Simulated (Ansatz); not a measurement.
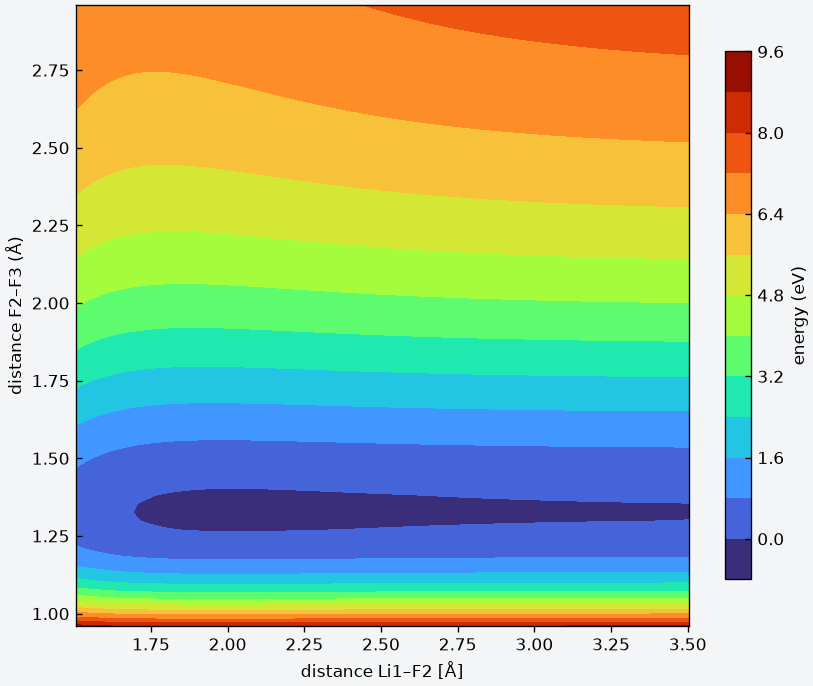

Energy landscape of the system Li⁺ + F₂. 
- The first coordinate is: distance Li1–F2; the second: distance F2–F3.
- Nothing is relaxed (the angle Li1–F2–F3 is fixed at 180 degrees).
- Grid: 17 × 17 points.
- Points are written as (first, second).
- Energies are in eV, from Li with charge +1 far from the relaxed FF (each part in its own basis).
- The reference is spin-restricted, so regions where a bond is pulled apart into radicals lie too high.
- Theory: Ansatz 0.2.0, RHF/def2-TZVPD.

Drawn: filled contours. Between grid points the surface is interpolated. 

### Summarise what can be read from the map.

The lowest grid point is at (2.063 Å, 1.290 Å), −0.09 eV from Li with charge +1 far from the relaxed FF (each part in its own basis). The highest grid point, (1.504 Å, 0.960 Å), lies 9.1 eV above the lowest.

Grid values (eV):

```csv
"distance F2–F3 ↓, distance Li1–F2 →",1.504,1.638,1.834,2.063,2.316,2.590,2.880,3.185,3.504
2.960,7.1,6.8,6.8,7.0,7.1,7.3,7.4,7.5,7.6
2.641,6.5,6.2,6.2,6.3,6.4,6.6,6.7,6.7,6.8
2.336,5.6,5.3,5.2,5.3,5.4,5.5,5.6,5.7,5.7
2.046,4.3,4.0,3.9,4.0,4.0,4.1,4.2,4.2,4.3
1.772,2.7,2.4,2.2,2.3,2.3,2.4,2.4,2.4,2.5
1.519,1.1,0.7,0.6,0.6,0.6,0.6,0.7,0.7,0.7
1.290,0.4,0.1,−0.1,−0.1,−0.1,0.0,0.0,0.0,0.0
1.094,2.9,2.6,2.4,2.4,2.4,2.5,2.5,2.5,2.5
0.960,9.1,8.8,8.6,8.6,8.7,8.7,8.8,8.8,8.8
```

The table holds every second grid line.

Each point was launched as `ansatz run input.yaml --threads 1 --pin off --max-ram 2560MiB --backend cpu --events-out ev --progress --plain --runs-dir out`. The whole map (289 points run) took 2.6 min on 1 thread of Intel(R) Xeon(R) 6975P-C (Granite Rapids), with other jobs on the host.
